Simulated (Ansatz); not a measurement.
Redistribution: C2H9ClSi2 + SiH2(OH)(SiH3) → C2H10OSi2 + SiH2(SiH3)Cl

Gas-phase species: C2H9ClSi2 `[SiH3]CC[SiH2]Cl`, singlet; SiH2(OH)(SiH3) (disilanol), singlet; C2H10OSi2 `O[SiH2]CC[SiH3]`, singlet; SiH2(SiH3)Cl, singlet. The partners trade Cl for OH; both sit on Si, so the bond types are kept.

Shapes, held fixed at every level: PBE0-D4/def2-TZVP. Flexible molecules stand in one conformer, not always the lowest. Programs: Ansatz 0.2.0. Electronic energies: no zero-point or thermal term.

```tsv
level	kind	ΔE (kJ/mol)	less CCSD(T)/CBS estimate
PBE-D4/def2-TZVPP	GGA	-5.3	-0.2
r2SCAN-D4/def2-TZVPP	meta-GGA	-5.4	-0.3
B3LYP-D4/def2-TZVPP	global hybrid	-5.6	-0.5
B2PLYP/def2-TZVPP	double hybrid	-5.6	-0.5
MP2/def2-TZVPP	perturbation theory	-4.5	+0.6
CCSD(T)/def2-TZVPP	coupled cluster or CI	-5.1	0.0
CCSD/def2-TZVPP	coupled cluster or CI	-5.0	+0.1
CCSD(T)/CBS estimate	coupled cluster or CI	-5.1	0.0
```

The highest level, CCSD(T)/CBS estimate, gives ΔE = -5.1 kJ/mol; the levels span -5.6 to -4.5. The column of differences is taken from that level and isn't an error. No measured value is set beside it here. The CBS estimate extrapolates MP2 from def2-TZVPP and def2-QZVPP and adds CCSD(T) − MP2 in the triple-zeta set, cores frozen.

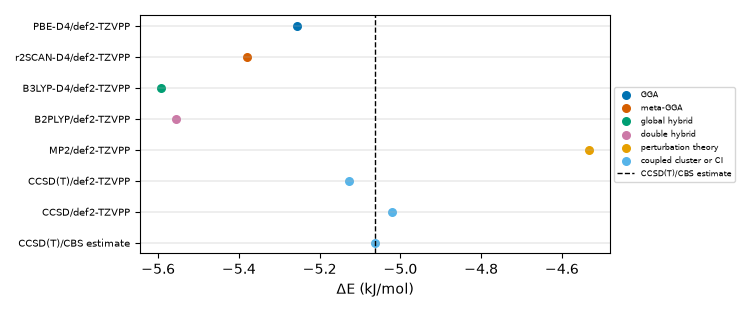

The values of the table, level by level.
